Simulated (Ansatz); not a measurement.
A computed series for MoSi2: response to strain

Base system: MoSi2 (space group I4/mmm, No. 139; relaxed with 0.1 eV smearing).

```xyz
3
Lattice="-1.6084 1.6084 3.9373 1.6084 -1.6084 3.9373 1.6084 1.6084 -3.9373" Properties=species:S:1:pos:R:3 pbc="T T T"
Si     0.0000     0.0000     5.2360
Si     0.0000     0.0000     2.6386
Mo     0.0000     0.0000     0.0000
```

Cartesian axes are those of the cell as printed.

Strains are applied to the cell and any free atomic positions relax.

All numbers come from Kohn–Sham DFT with the PBE functional, run in Ansatz (an electronic-structure program) with PAW and 420 eV plane waves, scalar-relativistic without spin-orbit coupling.

Notes on the quantities. pressure: mean of the normal stresses, compression positive.

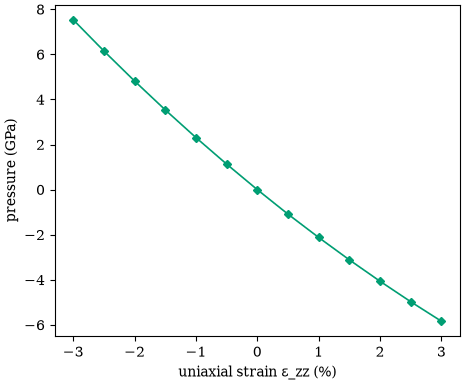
Pressure against uniaxial strain ε_zz

| uniaxial strain ε_zz (%) | pressure |
|---|---|
| -3 | 7.5 GPa |
| -2.5 | 6.1 GPa |
| -2 | 4.8 GPa |
| -1.5 | 3.5 GPa |
| -1 | 2.3 GPa |
| -0.5 | 1.1 GPa |
| 0.5 | -1.1 GPa |
| 1 | -2.1 GPa |
| 1.5 | -3.1 GPa |
| 2 | -4.1 GPa |
| 2.5 | -5.0 GPa |
| 3 | -5.8 GPa |

Whether these cells are dynamically stable was not tested. The final runs are not spin-polarised.
